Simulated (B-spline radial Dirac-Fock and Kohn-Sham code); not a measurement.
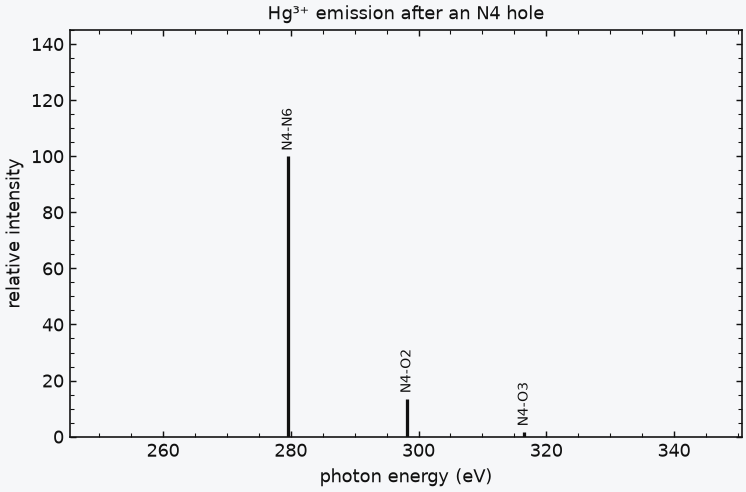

X-ray emission lines that fill an N4 (4d3/2) hole, as sticks. Multiplet splitting by the open shell is left out. Species: the ion Hg³⁺ in the configuration [Xe] 4f14 5d9. Level of theory: independent-particle rates on relativistic LDA orbitals of the hole state (multipoles to L = 3), energies from Dirac–Fock ΔSCF; calculated with a B-spline radial code. Widths ruled by Coster–Kronig decay come out up to twice the measured ones in this model.

What can be read from it?

The strongest line is N4-N6 at 279.6 eV with 86.7 % of the photons, then N4-O2 at 298.1 eV (12 %), N4-O3 at 316.5 eV (1.5 %). The hole has a width of 7.57 eV and a fluorescence yield of 2.57 × 10⁻⁴.
